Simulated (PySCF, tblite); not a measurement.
# C6H11 radical: geometry, infrared bands and EPR parameters

What infrared bands and EPR parameters should C6H11 radical (`[CH2][C@@H](C)C(=C)C`) show?

Programs: tblite 0.8.0 and PySCF 2.14.0, with density-fitted response routines of our own. Each step states its level of theory. These are calculated values for one molecule in the gas phase, unless marked as measured. Atoms count from 0, in the outputs and in this text.

### Step 1. The starting structure

17 atoms, charge 0, multiplicity 2; geometry from: force field or distance geometry start.

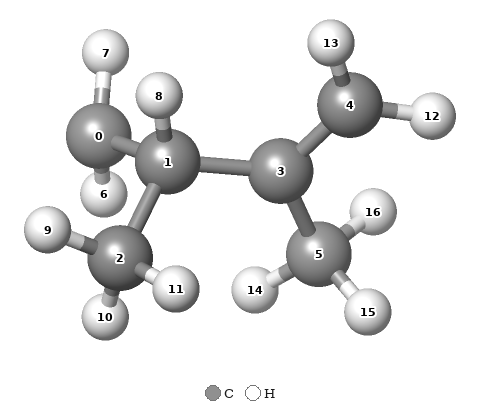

The starting geometry (carbon grey, hydrogen white), atoms numbered.

### Step 2. Relaxing the molecule with GFN2-xTB

What the job is given:

```
{"job": {"kind": "relax", "xc": "GFN2-xTB", "basis": "xTB"}, "charge": 0, "multiplicity": 2}
C      1.008200     0.057600     1.626600
C      0.690300     0.494900     0.209100
C      1.730200    -0.155000    -0.675100
C     -0.710300     0.237400    -0.190400
C     -1.522600     1.235900    -0.482000
C     -1.249800    -1.156500    -0.252800
H      0.828700    -1.010800     1.812000
H      0.581800     0.730300     2.406500
H      0.851500     1.586000     0.172300
H      2.673000     0.414700    -0.492100
H      1.798100    -1.216500    -0.420800
H      1.433500    -0.020100    -1.745400
H     -2.549300     0.976100    -0.766300
H     -1.234800     2.271000    -0.475900
H     -0.614200    -1.884600     0.273500
H     -1.479600    -1.445600    -1.284500
H     -2.241700    -1.102600     0.275300
```

On the command line:

```bash
$ OMP_NUM_THREADS=1 python probes_run.py task.json out
```

This one command runs all jobs of the session in turn.

Log:

```text
step      E/eV     max force
  0    -498.64395    2.097
  1    -498.82966    1.340
  2    -498.90813    0.701
  3    -498.95102    0.630
  4    -498.99611    0.563
  5    -499.01427    0.486
  6    -499.02358    0.275
  7    -499.03113    0.188
  8    -499.03448    0.145
  9    -499.03841    0.133
 10    -499.04198    0.133
 11    -499.04576    0.172
 12    -499.04949    0.151
 13    -499.05323    0.140
 14    -499.05656    0.119
 15    -499.05941    0.138
 16    -499.06176    0.112
 17    -499.06360    0.113
 18    -499.06510    0.088
 19    -499.06654    0.090
 20    -499.06808    0.106
 21    -499.06964    0.098
 22    -499.07111    0.109
 23    -499.07252    0.132
 24    -499.07399    0.133
 25    -499.07542    0.090
 26    -499.07659    0.086
 27    -499.07755    0.077
 28    -499.07854    0.091
 29    -499.07961    0.085
 30    -499.08046    0.062
 31    -499.08094    0.049
 32    -499.08128    0.042
 33    -499.08178    0.059
 34    -499.08258    0.083
 35    -499.08361    0.075
 36    -499.08452    0.067
 37    -499.08523    0.060
 38    -499.08589    0.077
 39    -499.08665    0.090
 40    -499.08747    0.068
 41    -499.08815    0.058
 42    -499.08875    0.056
 43    -499.08948    0.074
 44    -499.09040    0.089
 45    -499.09148    0.093
 46    -499.09258    0.115
 47    -499.09396    0.103
 48    -499.09590    0.123
 49    -499.09798    0.115
 50    -499.09914    0.082
 51    -499.09972    0.066
 52    -499.10011    0.054
 53    -499.10042    0.055
 54    -499.10075    0.038
 55    -499.10116    0.042
 56    -499.10137    0.040
 57    -499.10167    0.049
 58    -499.10216    0.067
 59    -499.10290    0.073
 60    -499.10375    0.077
 61    -499.10460    0.067
 62    -499.10539    0.069
 63    -499.10628    0.068
 64    -499.10726    0.082
 65    -499.10814    0.092
 66    -499.10770    0.158
 67    -499.10951    0.081
 68    -499.11016    0.082
 69    -499.11184    0.062
 70    -499.11223    0.059
 71    -499.11363    0.068
 72    -499.11452    0.069
 73    -499.11560    0.080
 74    -499.11607    0.067
 75    -499.11645    0.061
 76    -499.11689    0.047
 77    -499.11737    0.047
 78    -499.11769    0.041
 79    -499.11788    0.036
 80    -499.11807    0.040
 81    -499.11833    0.048
 82    -499.11867    0.045
 83    -499.11899    0.035
 84    -499.11922    0.052
 85    -499.11940    0.038
 86    -499.11967    0.038
 87    -499.11997    0.034
 88    -499.12020    0.028
 89    -499.12037    0.025
 90    -499.12049    0.024
 91    -499.12061    0.021
 92    -499.12070    0.018
 93    -499.12075    0.015
 94    -499.12079    0.015
 95    -499.12083    0.015
 96    -499.12087    0.012
 97    -499.12089    0.009
```

Wall time 0.5 s (1 thread of Arm Neoverse V1, shared host).

The steps of the relaxation: (not every step is listed)

```tsv
step	energy from step 0 (eV)	largest force (eV/Å)
0	0.0000	2.0972
1	-0.1857	1.3400
2	-0.2642	0.7010
3	-0.3071	0.6298
4	-0.3522	0.5632
5	-0.3703	0.4865
6	-0.3796	0.2747
7	-0.3872	0.1880
8	-0.3905	0.1449
16	-0.4178	0.1118
24	-0.4300	0.1328
32	-0.4373	0.0422
40	-0.4435	0.0678
48	-0.4519	0.1231
56	-0.4574	0.0401
64	-0.4633	0.0824
72	-0.4706	0.0695
80	-0.4741	0.0395
88	-0.4762	0.0279
92	-0.4767	0.0178
93	-0.4768	0.0151
94	-0.4768	0.0151
95	-0.4769	0.0146
96	-0.4769	0.0119
97	-0.4769	0.0086
```

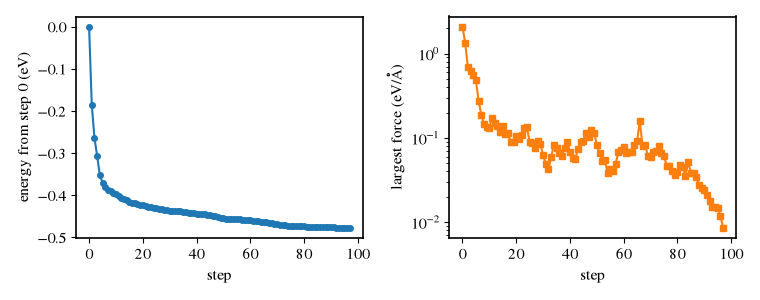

Energy and force, step by step.

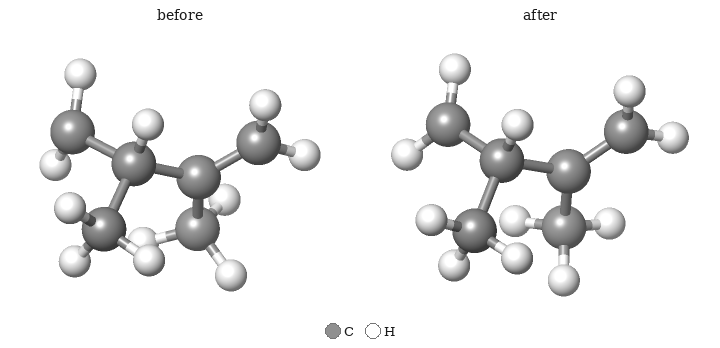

Before and after, at one scale.

Close pairs (by a distance rule), those that changed most:

```tsv
bond	before (Å)	after (Å)	change (Å)
C1–C3	1.479	1.528	+0.049
C0–H7	1.115	1.073	-0.042
C0–C1	1.517	1.475	-0.042
C5–H16	1.125	1.087	-0.038
C2–H11	1.119	1.088	-0.031
C2–H9	1.117	1.088	-0.029
C0–H6	1.099	1.073	-0.026
C4–H12	1.097	1.078	-0.019
```

The end geometry stands in the next job.

### Step 3. Infrared spectrum with GFN2-xTB

What the job is given:

```
{"job": {"kind": "ir", "xc": "GFN2-xTB", "basis": "xTB"}, "charge": 0, "multiplicity": 2}
C      0.867800     0.157132     1.609884
C      0.696469     0.522001     0.190911
C      1.648896    -0.245879    -0.725657
C     -0.768049     0.278446    -0.170911
C     -1.612102     1.286007    -0.327197
C     -1.199768    -1.150616    -0.292818
H      1.242038    -0.809760     1.886777
H      0.451746     0.781605     2.376365
H      0.873633     1.598491     0.069765
H      2.675216     0.048857    -0.518155
H      1.563243    -1.317332    -0.565003
H      1.430925    -0.028351    -1.768997
H     -2.653421     1.122660    -0.552299
H     -1.302432     2.313953    -0.242017
H     -0.860435    -1.726991     0.565407
H     -0.777569    -1.599777    -1.191208
H     -2.283186    -1.218417    -0.354755
```

Log:

```text
mode    cm-1     km/mol
  1      42.9      0.20
  2     140.1      0.24
  3     167.2      1.10
  4     198.1      0.73
  5     235.3      0.01
  6     278.5      0.27
  7     327.4      1.82
  8     426.2      3.49
  9     476.3     24.23
 10     504.7      1.37
 11     546.9     27.30
 12     705.0      1.41
 13     784.6      0.97
 14     886.7     29.83
 15     897.3      1.56
 16     948.0      3.47
 17     968.9      3.46
 18    1001.4      5.51
 19    1040.6      2.89
 20    1059.8     14.23
 21    1142.9      0.60
 22    1164.2      0.21
 23    1220.0     12.24
 24    1272.0      8.80
 25    1309.2      3.20
 26    1392.9      4.53
 27    1396.6      2.33
 28    1408.0      2.04
 29    1424.0      4.32
 30    1478.6      5.00
 31    1483.3      5.57
 32    1502.0      2.45
 33    1508.4      0.65
 34    1708.7     31.39
 35    2891.4     39.81
 36    3005.5     24.03
 37    3027.1     22.37
 38    3031.2     31.41
 39    3035.4     32.41
 40    3040.5     33.47
 41    3045.1     27.51
 42    3093.6     27.19
 43    3118.5     50.34
 44    3128.0     22.87
 45    3170.3     40.48
```

It took 0.42 s on 1 thread of Arm Neoverse V1, shared host.

The strongest bands and the atoms that carry them (share of the mass-weighted mode):

```tsv
cm⁻¹	km/mol	atoms
887	29.8	H12 39 %, H13 34 %, C4 23 %
1709	31.4	C3 53 %, C4 39 %
2891	39.8	H8 93 %
3031	31.4	H11 57 %, H9 32 %
3035	32.4	H9 51 %, H11 34 %
3040	33.5	H16 88 %
3118	50.3	H13 69 %, H12 22 %
3170	40.5	H7 55 %, H6 35 %, C0 10 %
```

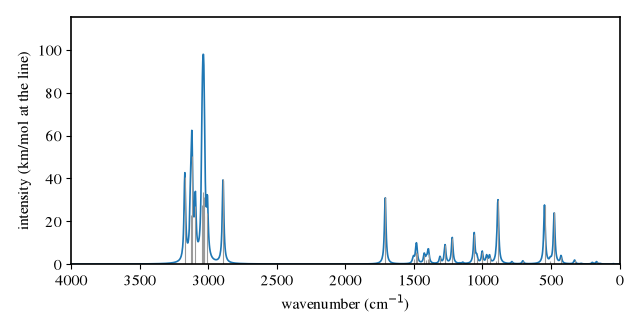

The infrared spectrum from these modes, unscaled. Lines are broadened to a width of 14 cm⁻¹ (Lorentzian).

### Step 4. EPR parameters: B3LYP/pcH-1

Same as in step 3 but for these lines:

```diff
@@ -1,2 +1,2 @@
-{"job": {"kind": "ir", "xc": "GFN2-xTB", "basis": "xTB"}, "charge": 0, "multiplicity": 2}
+{"job": {"kind": "epr", "basis": "pcH-1"}, "charge": 0, "multiplicity": 2}
 C      0.867800     0.157132     1.609884
```

With the program's defaults for keys left out, this is: UKS B3LYP, pcH-1 on C H, non-relativistic, mean-field spin-orbit, GIAO.

Log:

```text
UKS, coarse grid
  cycle   1  E = -235.14131147  |g| = 3.40e-01
  cycle   2  E = -235.13102634  |g| = 3.74e-01
  cycle   3  E = -235.20518455  |g| = 2.21e-02
  cycle   4  E = -235.20537736  |g| = 1.59e-02
  cycle   5  E = -235.20549279  |g| = 5.67e-03
  cycle   6  E = -235.20550694  |g| = 2.90e-03
  cycle   7  E = -235.20551128  |g| = 1.03e-03
  cycle   8  E = -235.20551177  |g| = 2.05e-04
UKS, final grid
  cycle   1  E = -235.20548256  |g| = 2.07e-04
  cycle   2  E = -235.20548255  |g| = 2.72e-04
  cycle   3  E = -235.20548259  |g| = 5.29e-05
  cycle   4  E = -235.20548259  |g| = 1.49e-05
E = -235.20548259 Eh   <S^2> = 0.7538 (exact 0.7500)
g shifts (ppm)      1          2          3
  rmc          -140       -140       -140
  gc              9         31         27
  oz_so           3        527        652
  total        -129        418        539
hyperfine (MHz)  atom isotope    a_iso     a_fc   dipolar eigenvalues
    0   13C      94.21      94.21    -80.33    -79.60    159.93
    1   13C     -28.83     -28.83     -2.43      0.62      1.81
    2   13C       7.34       7.34     -1.42     -1.34      2.77
    3   13C      69.97      69.97     -7.67     -4.49     12.16
    4   13C       1.57       1.57     -3.68     -2.32      6.00
    5   13C      -0.12      -0.12     -1.35      0.16      1.19
    6    1H     -62.21     -62.21    -39.07      0.17     38.90
    7    1H     -60.37     -60.37    -38.55     -0.46     39.01
    8    1H      55.53      55.53     -4.96     -4.67      9.62
    9    1H      -1.52      -1.52     -3.64     -2.64      6.27
   10    1H      -1.28      -1.28     -3.06     -2.79      5.84
   11    1H       0.40       0.40     -1.80     -1.59      3.39
   12    1H       2.25       2.25     -2.24     -1.14      3.39
   13    1H      -1.15      -1.15     -1.71     -0.64      2.35
   14    1H      -1.38      -1.38     -4.60     -2.85      7.46
   15    1H      -0.02      -0.02     -1.72     -1.17      2.90
   16    1H       0.41       0.41     -1.66     -0.98      2.64
```

Wall time 51 s (1 thread of Arm Neoverse V1, shared host); peak memory 0.97 GiB.

Principal g values 2.00219, 2.00274, 2.00286; g(iso) = 2.00260, against 2.00232 for a free electron.

Mean a(iso) over the nuclei that a row names, and the largest dipolar term of the row (other rows stand at the frozen geometry):

```tsv
nuclei	isotope	a(iso) (MHz)	a(iso) (G, at g = 2.0023)	largest dipolar term (MHz)
C0	13C	94.2	33.6	159.9
C3	13C	70.0	25.0	12.2
H6, H7	1H	-61.3	-21.9	-39.1
H8	1H	55.5	19.8	9.6
C1	13C	-28.8	-10.3	-2.4
C2	13C	7.3	2.6	2.8
H12	1H	2.3	0.8	3.4
C4	13C	1.6	0.6	6.0
H13	1H	-1.1	-0.4	2.3
H9, H10, H11	1H	-0.8	-0.3	6.3
H14, H15, H16	1H	-0.3	-0.1	7.5
C5	13C	-0.1	0.0	-1.3
```

Mulliken spin populations:

C0 1.07; C1 -0.08; C2 0.01; C3 0.02; C4 0.04; C5 0.01; H6 -0.05; H7 -0.04; H8 0.02; H9 0.00; H10 0.00; H11 0.00; H12 0.00; H13 0.00; H14 0.00; H15 0.00; H16 0.00

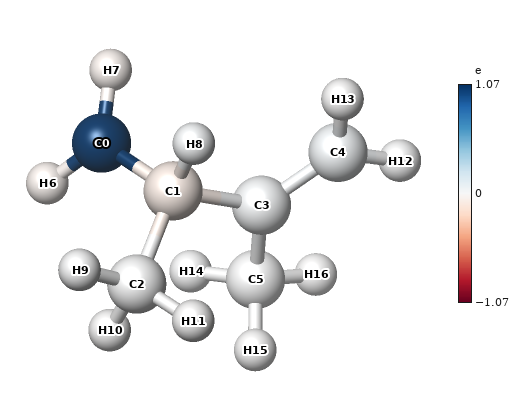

Mulliken spin populations, as colours on the atoms.

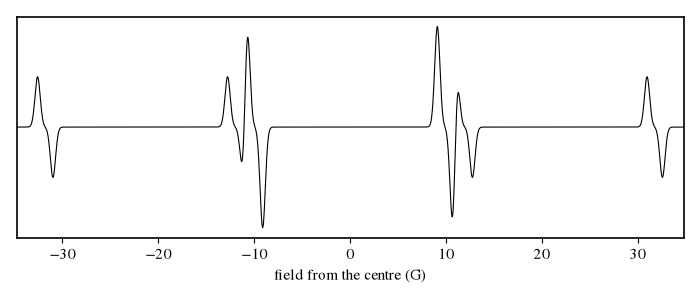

First-order isotropic spectrum (first derivative, main isotopes with spin only, couplings over 0.8 MHz, Gaussian width 0.3 G; couplings of the frozen geometry, rotation of groups not averaged beyond the rows shown).

Orbitals, density, ELF and potential are computed afterwards from the orbital file.

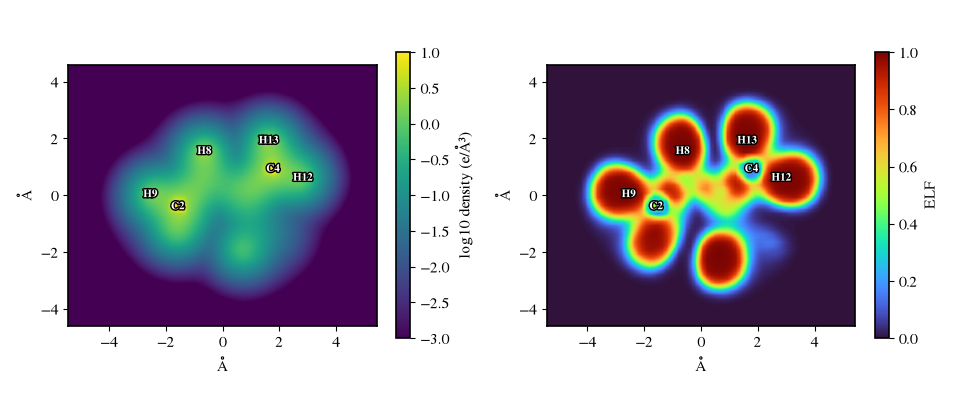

Density (left) and ELF (right) in a plane through or near 6 of the atoms.

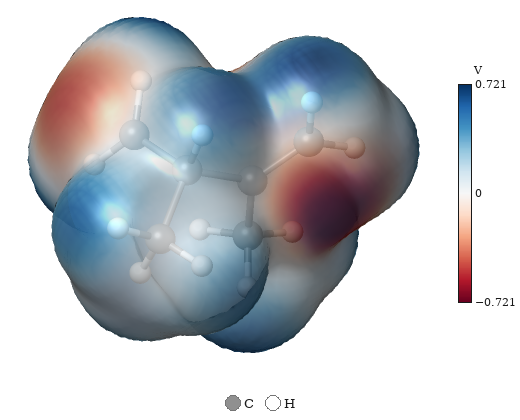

Electrostatic potential on the surface of density 0.002 e/bohr³; red is low, blue high. It runs from -0.72 V near C4 to 0.64 V near H6.

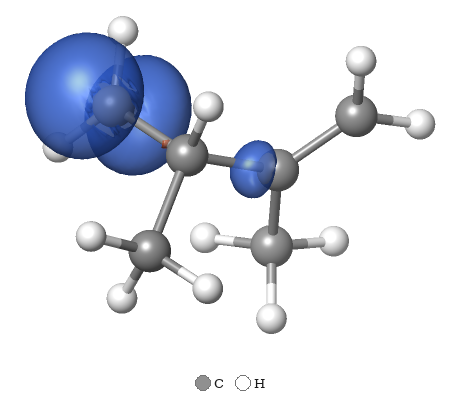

Spin density at ±0.05 e/Å³ (alpha excess blue, beta excess red).

### Step 5. Outcome

| quantity | value |
| --- | --- |
| strongest single infrared mode (GFN2-xTB) | 3118 cm⁻¹, 50 km/mol |
| zero-point energy (GFN2-xTB) | 92.4 kcal/mol |
| g(iso) (B3LYP) | 2.00260 |
| ⟨S²⟩ | 0.754 (exact 0.75) |
| largest a(iso) (averaged by class) | 13C on C0, 94.2 MHz |
| surface potential, least and greatest | -0.72 V and 0.64 V |

Over 97 steps the energy fell by 0.477 eV; of the close pairs, C1–C3 changed most, 1.479 to 1.528 Å. No mode is imaginary among the 45: a minimum at this level. The strongest single mode, at 3118 cm⁻¹, moves mainly H13. Unscaled tight-binding wavenumbers are off by several per cent, some by more. Its intensities can rank the bands wrongly. C0 carries the largest spin population, 1.07 e. The isotropic g lies 0.3 ppt above the free-electron value.
